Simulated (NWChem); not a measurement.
**One shape, several levels: CF4 (tetrafluoromethane)**

Aim: a comparison of 5 runs (BLYP/aug-cc-pVDZ, PBE/aug-cc-pVDZ, SVWN5/aug-cc-pVDZ, TPSS/aug-cc-pVDZ, revPBE/aug-cc-pVDZ) of CF4 (tetrafluoromethane). 

The calculation is run with NWChem 7.3.0.

## Step 1: The system as given

CF4 has 5 atoms, charge 0, and is taken as a singlet. SMILES: `FC(F)(F)F`. The shape is that of a PBE0-D4/def2-TZVP optimisation.

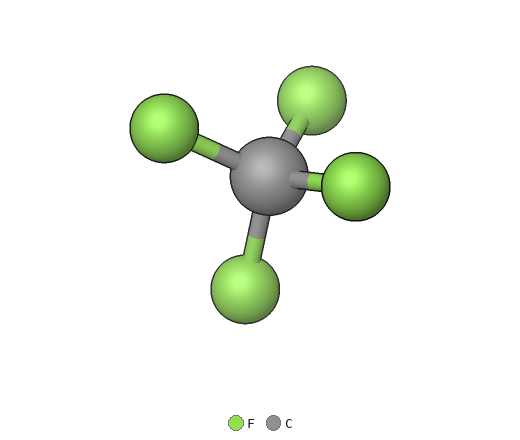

The structure, seen from a chosen angle (fluorine green, carbon grey).

## Step 2: Energy and gradient at BLYP/aug-cc-pVDZ (run 1)

The input, cf4.nw:

```
start cf4
title "CF4"
memory total 2200 mb
charge 0
geometry units angstroms noautosym nocenter noautoz
 F    -0.850100    0.025300    0.989500
 C     0.010000   -0.014700   -0.008300
 F     1.157500   -0.501300    0.420100
 F    -0.464000   -0.786000   -0.966200
 F     0.196600    1.203000   -0.476700
end
basis "ao basis" spherical bse
 F library aug-cc-pVDZ
 C library aug-cc-pVDZ
end
dft
 xc becke88 lyp
 grid fine
 convergence energy 1e-08
 maxiter 100
 mulliken
end
task dft gradient
```

Started as:

```console
$ nwchem cf4.nw > cf4.out
```

The program printed:

```text
[...]
          Wavefunction type:  closed shell.
          No. of atoms     :     5
          No. of electrons :    42
[...]
          Charge           :     0
          Spin multiplicity:     1
[...]
          AO basis - number of functions:   115
[...]
              XC Information
              --------------
                    Becke 1988 Exchange Functional  1.000
              Lee-Yang-Parr Correlation Functional  1.000
[...]
 d= 0,ls=0.0,diis     1   -437.2748833011 -6.43D+02  1.86D-02  2.33D+00     2.3
[...]
 d= 0,ls=0.0,diis     7   -437.5043464246 -5.20D-09  1.67D-06  2.88D-08    12.8
         Total DFT energy =     -437.504346424637
      One electron energy =    -1016.898853186531
           Coulomb energy =      420.392244254711
    Exchange-Corr. energy =      -47.217807642643
 Nuclear repulsion energy =      206.220070149824
[...]
      Total Density - Mulliken Population Analysis
     ---------------------------------------------
    Atom       Charge   Shell Charges
 -----------   ------   -------------------------------------------------------
    1 F    9     9.31   2.01  0.90  1.03  0.15  3.35  1.75  0.11  0.01  0.01
    2 C    6     4.76   2.02  0.68 -0.10 -0.05  1.94 -0.14 -0.04  0.41  0.04
    3 F    9     9.31   2.01  0.90  1.03  0.15  3.35  1.75  0.11  0.01  0.01
    4 F    9     9.31   2.01  0.90  1.03  0.15  3.35  1.75  0.11  0.01  0.01
    5 F    9     9.31   2.01  0.90  1.03  0.15  3.35  1.75  0.11  0.01  0.01
[...]
  wavefunction    = closed shell
                         DFT ENERGY GRADIENTS
    atom               coordinates                        gradient
                 x          y          z           x          y          z
   1 F      -1.606456   0.047810   1.869884    0.023860  -0.001130  -0.027681
   2 C       0.018897  -0.027779  -0.015685   -0.000006   0.000070   0.000057
   3 F       2.187358  -0.947320   0.793874   -0.031810   0.013475  -0.011878
   4 F      -0.876833  -1.485325  -1.825853    0.013128   0.021355   0.026529
   5 F       0.371520   2.273340  -0.900832   -0.005172  -0.033770   0.012973
[...]
```

It took 18 s on 1 thread of Intel Xeon 6975P-C (Granite Rapids), shared host; peak memory 0.12 GiB.

## Step 3: Energy and forces at PBE/aug-cc-pVDZ (run 2)

The input, cf4.nw:

```
start cf4
memory stack 880 mb heap 220 mb global 1100 mb

geometry units angstrom noautosym nocenter noautoz
  F       -0.850100       0.025300       0.989500
  C        0.010000      -0.014700      -0.008300
  F        1.157500      -0.501300       0.420100
  F       -0.464000      -0.786000      -0.966200
  F        0.196600       1.203000      -0.476700
end

basis spherical bse
  * library aug-cc-pVDZ
end

dft
  xc xpbe96 cpbe96
  grid fine
  convergence energy 1e-08
  maxiter 100
  mulliken
end

task dft gradient
```

Started as:

```console
$ nwchem cf4.nw > cf4.out
```

The program printed:

```text
[...]
          Wavefunction type:  closed shell.
          No. of atoms     :     5
          No. of electrons :    42
[...]
          Charge           :     0
          Spin multiplicity:     1
[...]
          AO basis - number of functions:   115
[...]
              XC Information
              --------------
          PerdewBurkeErnzerhof Exchange Functional  1.000
            Perdew 1991 LDA Correlation Functional  1.000 local
           PerdewBurkeErnz. Correlation Functional  1.000 non-local
[...]
 d= 0,ls=0.0,diis     1   -436.9019461701 -6.43D+02  1.84D-02  2.39D+00     2.3
[...]
 d= 0,ls=0.0,diis     7   -437.1357976417 -2.88D-09  6.64D-07  2.91D-08    12.9
         Total DFT energy =     -437.135797641733
      One electron energy =    -1016.873585634098
           Coulomb energy =      420.346348649846
    Exchange-Corr. energy =      -46.828630807306
 Nuclear repulsion energy =      206.220070149824
[...]
      Total Density - Mulliken Population Analysis
     ---------------------------------------------
    Atom       Charge   Shell Charges
 -----------   ------   -------------------------------------------------------
    1 F    9     9.33   2.01  0.89  1.04  0.15  3.34  1.78  0.10  0.01  0.01
    2 C    6     4.68   2.02  0.67 -0.11 -0.05  1.92 -0.17 -0.03  0.41  0.01
    3 F    9     9.33   2.01  0.89  1.04  0.15  3.34  1.78  0.10  0.01  0.01
    4 F    9     9.33   2.01  0.89  1.04  0.15  3.34  1.78  0.10  0.01  0.01
    5 F    9     9.33   2.01  0.89  1.04  0.15  3.34  1.78  0.10  0.01  0.01
[...]
  wavefunction    = closed shell
                         DFT ENERGY GRADIENTS
    atom               coordinates                        gradient
                 x          y          z           x          y          z
   1 F      -1.606456   0.047810   1.869884    0.019065  -0.000904  -0.022116
   2 C       0.018897  -0.027779  -0.015685   -0.000003   0.000045   0.000034
   3 F       2.187358  -0.947320   0.793874   -0.025422   0.010769  -0.009489
   4 F      -0.876833  -1.485325  -1.825853    0.010493   0.017069   0.021205
   5 F       0.371520   2.273340  -0.900832   -0.004133  -0.026980   0.010366
[...]
```

Run time: 19 s. Hardware: 1 thread of Intel Xeon 6975P-C (Granite Rapids), shared host; peak memory 0.12 GiB.

Run 3 isn't shown in full; the table further down has it.

## Step 4: Energy and forces at TPSS/aug-cc-pVDZ (run 4)

The input, run.py:

```python
from ase import Atoms
from ase.calculators.nwchem import NWChem

atoms = Atoms(['F', 'C', 'F', 'F', 'F'], positions=[
    [-0.850100, 0.025300, 0.989500],
    [0.010000, -0.014700, -0.008300],
    [1.157500, -0.501300, 0.420100],
    [-0.464000, -0.786000, -0.966200],
    [0.196600, 1.203000, -0.476700],
])

calc = NWChem(
    label='a',
    theory='dft',
    memory='2200 mb',
    basis='aug-cc-pVDZ',
    basispar='spherical bse',
    dft={'xc': 'xtpss03 ctpss03', 'mult': '1', 'grid': 'fine', 'convergence': 'energy 1e-08', 'iterations': '100', 'mulliken': None},
)
atoms.calc = calc

forces = atoms.get_forces()
e = atoms.get_potential_energy()
print(f"E = {e:.6f} eV")
print("forces (eV/A):")
for s, f in zip(atoms.symbols, forces):
    print(f"{s:2s} {f[0]:10.5f} {f[1]:10.5f} {f[2]:10.5f}")
print("dipole (e A):", atoms.get_dipole_moment().round(4))
```

Started as:

```console
$ export ASE_NWCHEM_COMMAND="nwchem PREFIX.nwi > PREFIX.nwo"
$ python run.py
```

The program printed:

```text
E = -11907.154319 eV
forces (eV/A):
F    -0.94288    0.04479    1.09380
C     0.00021   -0.00231   -0.00170
F     1.25727   -0.53263    0.46928
F    -0.51905   -0.84420   -1.04870
F     0.20440    1.33430   -0.51268
dipole (e A): [-0.      0.0001  0.0001]
```

The calculator wrote a.nwi:

```
title "a"

permanent_dir a

scratch_dir a

start a

geometry units angstrom nocenter noautosym noautoz
  F  -8.5009999999999997e-01 2.5300000000000000e-02 9.8950000000000005e-01
  C  1.0000000000000000e-02 -1.4700000000000000e-02 -8.3000000000000001e-03
  F  1.1575000000000000e+00 -5.0129999999999997e-01 4.2009999999999997e-01
  F  -4.6400000000000002e-01 -7.8600000000000003e-01 -9.6619999999999995e-01
  F  1.9660000000000000e-01 1.2030000000000001e+00 -4.7670000000000001e-01
end

memory 2200 mb

basis spherical bse noprint
   * library aug-cc-pVDZ
end

dft
  xc xtpss03 ctpss03
  mult 1
  grid fine
  convergence energy 1e-08
  iterations 100
  mulliken
end

task dft gradient
```

a.nwo:

```text
Northwest Computational Chemistry Package (NWChem) 7.3.0
             --------------------------------------------------------

           Job information
           ---------------

    nwchem branch   = 7.3.0
    use scalapack   = T
    input           = a.nwi
    prefix          = a.
    data base       = a/a.db
    status          = startup
    nproc           =        1

           Memory information
           ------------------

    heap     =     72089596 doubles =      550.0 Mbytes
    stack    =     72089601 doubles =      550.0 Mbytes
    global   =    144179200 doubles =     1100.0 Mbytes (distinct from heap & stack)
    total    =    288358397 doubles =     2200.0 Mbytes
    verify   = yes
    hardfail = no

           Directory information
           ---------------------

  0 permanent = a
  0 scratch   = a

                                NWChem Input Module
                                -------------------

                                         a
                                         -

[... 84 lines left out ...]
  convergence criterion.
[... 17 lines left out ...]
          Convergence on gradient requested:  5.00D-04
[... 21 lines left out ...]
          Convergence aids based upon iterative change in
[... 28 lines left out ...]
 1-e energy   =   -1017.588056
[... 37 lines left out ...]
         Total DFT energy =     -437.579853828405
[... 2 lines left out ...]
    Exchange-Corr. energy =      -47.315463378537
[... 875 lines left out ...]
          Convergence on energy requested:  1.00D-08
[... 19 lines left out ...]
          Spatial weights used:  Erf1
[... 4 lines left out ...]
          total energy or number of iterations.
[... 18 lines left out ...]
                            NWChem DFT Gradient Module
                            --------------------------

                                         a

  charge          =   0.00
  wavefunction    = closed shell

                         DFT ENERGY GRADIENTS

    atom               coordinates                        gradient
                 x          y          z           x          y          z
   1 F      -1.606456   0.047810   1.869884    0.018336  -0.000871  -0.021271
   2 C       0.018897  -0.027779  -0.015685   -0.000004   0.000045   0.000033
   3 F       2.187358  -0.947320   0.793874   -0.024450   0.010358  -0.009126
   4 F      -0.876833  -1.485325  -1.825853    0.010094   0.016417   0.020394
   5 F       0.371520   2.273340  -0.900832   -0.003975  -0.025948   0.009970

                 ----------------------------------------
                 |  Time  |  1-e(secs)   |  2-e(secs)   |
                 ----------------------------------------
                 |  CPU   |       0.01   |       4.13   |
                 ----------------------------------------
                 |  WALL  |       0.01   |       4.13   |
                 ----------------------------------------

 Task  times  cpu:       20.6s     wall:       20.6s
 Total times  cpu:       20.6s     wall:       20.6s
```

It took 22 s on 1 thread of Intel Xeon 6975P-C (Granite Rapids), shared host; peak memory 0.12 GiB.

## Step 5: Energy and forces at revPBE/aug-cc-pVDZ (run 5)

The input, run.nw:

```
start run
memory stack 880 mb heap 220 mb global 1100 mb
charge 0

geometry units angstroms noautosym nocenter noautoz
 F     -0.850100     0.025300     0.989500
 C      0.010000    -0.014700    -0.008300
 F      1.157500    -0.501300     0.420100
 F     -0.464000    -0.786000    -0.966200
 F      0.196600     1.203000    -0.476700
end

basis spherical bse
 * library aug-cc-pVDZ
end

dft
 xc revpbe cpbe96
 grid fine
 convergence energy 1e-08
 iterations 100
 mulliken
end

task dft gradient
```

Started as:

```console
$ nwchem run.nw > run.out
```

The program printed:

```text
[...]
          Wavefunction type:  closed shell.
          No. of atoms     :     5
          No. of electrons :    42
[...]
          Charge           :     0
          Spin multiplicity:     1
[...]
          AO basis - number of functions:   115
[...]
              XC Information
              --------------
                        RevPBE Exchange Functional  1.000
            Perdew 1991 LDA Correlation Functional  1.000 local
           PerdewBurkeErnz. Correlation Functional  1.000 non-local
[...]
 d= 0,ls=0.0,diis     1   -437.1740668369 -6.43D+02  1.79D-02  2.31D+00     2.3
[...]
 d= 0,ls=0.0,diis     7   -437.4034643008 -3.90D-09  6.37D-07  2.60D-08    12.9
         Total DFT energy =     -437.403464300789
      One electron energy =    -1016.920501578100
           Coulomb energy =      420.403421826781
    Exchange-Corr. energy =      -47.106454699294
 Nuclear repulsion energy =      206.220070149824
[...]
      Total Density - Mulliken Population Analysis
     ---------------------------------------------
    Atom       Charge   Shell Charges
 -----------   ------   -------------------------------------------------------
    1 F    9     9.36   2.01  0.90  1.05  0.15  3.33  1.80  0.10  0.01  0.01
    2 C    6     4.57   2.02  0.68 -0.12 -0.05  1.90 -0.23 -0.03  0.41 -0.02
    3 F    9     9.36   2.01  0.90  1.05  0.15  3.33  1.80  0.10  0.01  0.01
    4 F    9     9.36   2.01  0.90  1.05  0.15  3.33  1.80  0.10  0.01  0.01
    5 F    9     9.36   2.01  0.90  1.05  0.15  3.33  1.80  0.10  0.01  0.01
[...]
  wavefunction    = closed shell
                         DFT ENERGY GRADIENTS
    atom               coordinates                        gradient
                 x          y          z           x          y          z
   1 F      -1.606456   0.047810   1.869884    0.022943  -0.001085  -0.026615
   2 C       0.018897  -0.027779  -0.015685   -0.000003   0.000045   0.000034
   3 F       2.187358  -0.947320   0.793874   -0.030595   0.012963  -0.011420
   4 F      -0.876833  -1.485325  -1.825853    0.012630   0.020547   0.025523
   5 F       0.371520   2.273340  -0.900832   -0.004974  -0.032470   0.012478
[...]
```

It took 19 s on 1 thread of Intel Xeon 6975P-C (Granite Rapids), shared host; peak memory 0.12 GiB.

## Step 6: All runs side by side

```tsv
run	level	energy (Eh)	dipole moment (D)	HOMO energy (eV)	LUMO energy (eV)	wall time
1	BLYP/aug-cc-pVDZ	-437.504346	0.00	-10.34	-0.19	18 s
2	PBE/aug-cc-pVDZ	-437.135798	0.00	-10.38	-0.09	19 s
3	SVWN5/aug-cc-pVDZ	-434.699983	0.00	-10.62	-0.04	16 s
4	TPSS/aug-cc-pVDZ	-437.579854	0.00	-10.51	0.06	22 s
5	revPBE/aug-cc-pVDZ	-437.403464	0.00	-10.30	-0.16	19 s
```

## Step 7: What came out

| quantity | value |
| --- | --- |
| run 5: total energy | -437.40346 Eh |
| run 5: dipole moment | 0.00 D |
| run 5: HOMO energy | -10.30 eV |
| run 5: LUMO energy | -0.16 eV |
| run 5: HOMO–LUMO gap | 10.13 eV |
| run 5: largest force on an atom | 1.808 eV/Å |

**Reading.** The HOMO–LUMO gap runs from 10.13 eV (revPBE/aug-cc-pVDZ) to 10.58 eV (SVWN5/aug-cc-pVDZ). Totals of different functionals can't be ranked against each other. All runs together took 93 s, the longest 22 s.
